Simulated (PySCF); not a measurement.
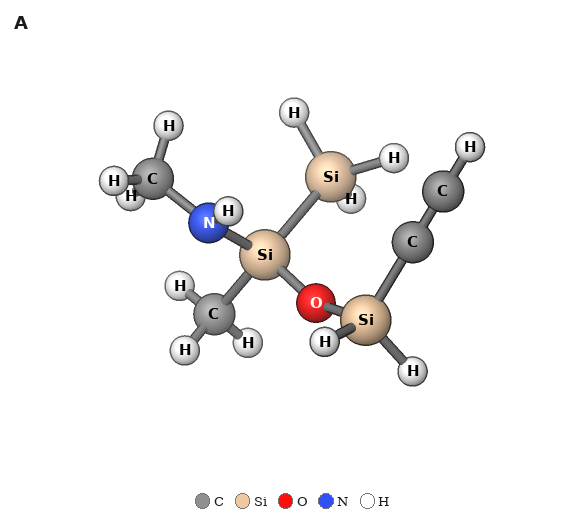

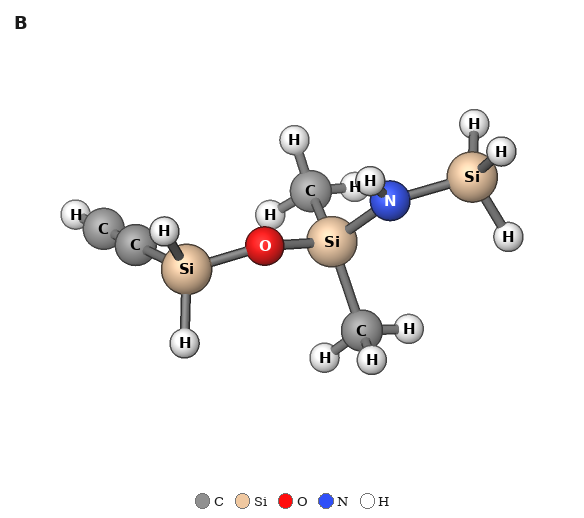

2 stationary structures of one formula. Geometries: GFN2-xTB. Electronic energies: PBE0/pcSseg-1 (PySCF 2.14.0), without zero-point energy. No frequency run is at hand to confirm each as a minimum. Each is one conformer, not always the lowest.

How are they related?

They are constitutional isomers of C4H13NOSi3: A `C#C[SiH2]O[Si@](C)([SiH3])NC`, B `C#C[SiH2]O[Si](C)(C)N[SiH3]`.

Which structure is the most stable?

B is lowest; A lies 130.6 kJ/mol above it.

The geometry is semi-empirical. Around Si such bond lengths and angles can be off by a tenth of an ångström or more and by several degrees, and values that hang on the shape move with them.
